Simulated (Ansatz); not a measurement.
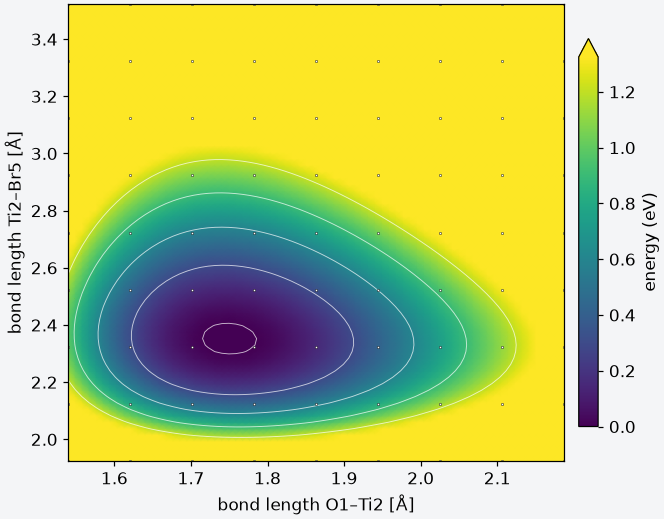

BrClFHOTi, SMILES [OH][Ti]([F])([Cl])[Br]. First axis: bond length O1–Ti2. Second axis: bond length Ti2–Br5. Nothing is relaxed (all other coordinates rigid). The scan uses a 9 × 9 grid. All energies are given in eV relative to the lowest grid point. The reference is spin-restricted, which grows unreliable where a bond is stretched far. Computed with RKS r2SCAN-D4/def2-SVP in Ansatz.

The picture shows a smooth colour map with a few white contour lines, dots at the grid points, one colour for all values above the top of the scale. Between grid points the surface is interpolated.

Q: Estimate the position of the minimum and the force constants in these coordinates.

A: The interpolated minimum is at bond length O1–Ti2 ≈ 1.750 Å, bond length Ti2–Br5 ≈ 2.346 Å. The curvatures there are about 32 eV/Å² and 12 eV/Å², with a cross term of about 1 eV/Å². Round the minimum the two coordinates are weakly coupled (coupling 0.06 in units of the two stiffnesses).
